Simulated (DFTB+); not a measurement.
# Run report: CH5AlO, geometry relaxation

The run: geometry relaxation of CH5AlO, SMILES C[O][AlH2]. Method and program: GFN2-xTB, R-SCC, dispersion built in (DFTB+ 25.1).

The geometry comes from this level: GFN2-xTB.

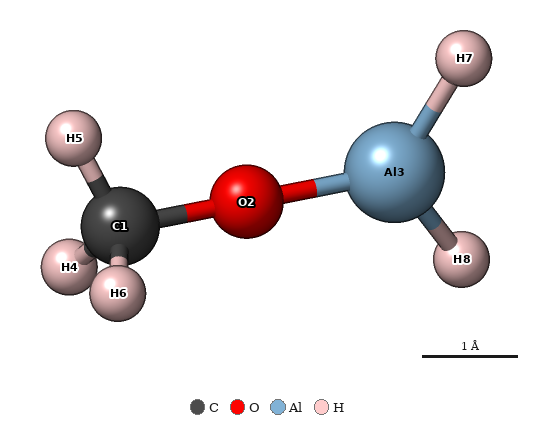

**Figure 1.** The input geometry (ball-and-stick view, seen at a tilt; atoms are numbered from 1 in the order of the input). Sticks mark near contacts. Bond lengths as drawn: Al–H 1.53 Å, Al–O 1.64 Å, C–H 1.09 Å and C–O 1.40 Å.

**The input (dftb_in.hsd)**
```
# GFN2-XTB geometry optimisation
Geometry = GenFormat {
  <<< "start.gen"
}
Driver = gDIIS {
  MovedAtoms = 1:-1
  MaxForceComponent = 0.001
  MaxSteps = 100
  AppendGeometries = Yes
}
Hamiltonian = xTB {
  Method = "GFN2-xTB"
}
Analysis = {
  PrintForces = Yes
}
Options = {
  WriteResultsTag = Yes
}
ParserOptions = {
  ParserVersion = 14
}
```

**File start.gen**
```
8 C
C O Al H
   1  1     -0.529740      1.185050     -0.427750
   2  2      0.012590     -0.030760      0.011880
   3  3      0.650280     -1.454480      0.524800
   4  4     -1.204770      1.008090     -1.267310
   5  4      0.270570      1.855540     -0.748210
   6  4     -1.086720      1.658460      0.384440
   7  4      2.075810     -1.487150      1.086320
   8  4     -0.188010     -2.734740      0.435830
```

Launch command:
```bash
dftb+ > dftb.out
```

**What the program printed**
```
|  DFTB+ development version (commit: a23bfb2)

Reading input file 'dftb_in.hsd'
Parser version: 14

--------------------------------------------------------------------------------
WARNING!
-> This driver is deprecated and will be removed in future versions.
Please use the GeometryOptimisation driver instead.
Path: dftbplusinput/Driver/gDIIS
Line: 5-10 (File: dftb_in.hsd)

Processed input in HSD format written to 'dftb_pin.hsd'

Starting initialization...
--------------------------------------------------------------------------------
OpenMP threads:              1
Chosen random seed:          184679797
Current stacksize:           unlimited
Mode:                        Modified gDIIS relaxation
WARNING!
-> This geometry optimisation method requires force related energies for accurate minimisation.
Self consistent charges:     Yes
SCC-tolerance:                 0.100000E-04
Max. scc iterations:                    100
Shell resolved Hubbard:      Yes
Spin polarisation:           No
Nr. of up electrons:             9.000000
Nr. of down electrons:           9.000000
Periodic boundaries:         No
Electronic solver:           Relatively robust
Mixer:                       Broyden mixer
Mixing parameter:                  0.200000
Nr. of chrg. vec. in memory:            100
Max. SCC-cycles:                        100
Nr. of moved atoms:                       8
Max. nr. of geometry steps:             100
Force tolerance:               0.100000E-02
tblite library version:      0.3.0
-> parametrization:          GFN2-xTB
-> repulsion:                Yes
-> dispersion:               Yes
-> halogen bonding:          No
-> electrostatics:           Yes
   -> isotropic:             Yes
   -> anisotropic:           Yes
   -> third-order:           Yes
Electronic temperature:              0.950045E-03 H      0.258520E-01 eV
Initial charges:             Set automatically (system chrg:   0.000E+00)
Included shells:             C:  s, p
                             O:  s, p
                            Al:  s, p, d
                             H:  s
Extra options:
                             Mulliken analysis
Force type                   original

--------------------------------------------------------------------------------

***  Geometry step: 0

 iSCC Total electronic   Diff electronic      SCC error
    1   -0.98436143E+01    0.00000000E+00    0.31322965E+01
    2   -0.99112102E+01   -0.98436143E+01    0.28413124E+01
    3   -0.99152949E+01   -0.67595861E-01    0.96266945E+00
    4   -0.99477071E+01   -0.40846500E-02    0.80713588E+00
    5   -0.99663276E+01   -0.32412258E-01    0.26167865E+00
    6   -0.99739395E+01   -0.18620486E-01    0.10632207E+00
    7   -0.99738275E+01   -0.76118623E-02    0.76799760E-01
    8   -0.99746245E+01    0.11196078E-03    0.25595304E-01
    9   -0.99746726E+01   -0.79695386E-03    0.16460323E-01
   10   -0.99747772E+01   -0.48115755E-04    0.21649273E-02
   11   -0.99747938E+01   -0.10467262E-03    0.41839104E-02
   12   -0.99747821E+01   -0.16571310E-04    0.96018496E-03
   13   -0.99747788E+01    0.11746208E-04    0.21995196E-03
   14   -0.99747785E+01    0.32903093E-05    0.14197187E-03
   15   -0.99747783E+01    0.25771586E-06    0.67631475E-05

Total Energy:                       -9.8879197413 H         -269.0640 eV
Extrapolated to 0K:                 -9.8879197413 H         -269.0640 eV
Total Mermin free energy:           -9.8879197413 H         -269.0640 eV
Force related energy:               -9.8879197413 H         -269.0640 eV

Maximal force component:             0.530159E-03
Averaged force norm:                 0.282454E-03

Geometry converged

--------------------------------------------------------------------------------
--------------------------------------------------------------------------------
--------------------------------------------------------------------------------
Missing                                +       0.01 (100.0%)       0.01 (100.0%)
Total                                  =       0.01 (100.0%)       0.01 (100.0%)
--------------------------------------------------------------------------------
```

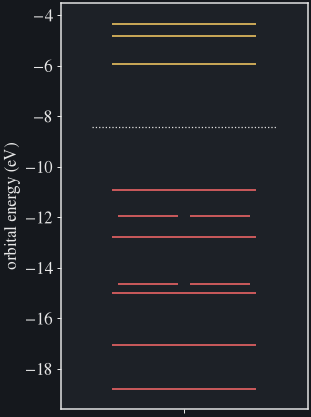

**Figure 2.** Orbital energies near the frontier; the dotted line parts filled from empty levels, and levels within 0.02 eV of each other stand side by side. Highest filled −10.91 eV, lowest empty −5.94 eV, 4.97 eV apart.

**Key numbers**

- outcome: converged
- Mermin free energy: −9.887920 hartree
- basis functions: 22
- largest force: 0.028 eV/Å
- HOMO: −10.91 eV
- LUMO: −5.94 eV
- dipole moment: 1.51 D
- hardware: 1 thread of Intel Xeon (Granite Rapids), 32 GiB of memory available, shared host
- peak memory: 0.071 GiB

**Remarks**

Settings chosen away from the usual ones: optimiser.
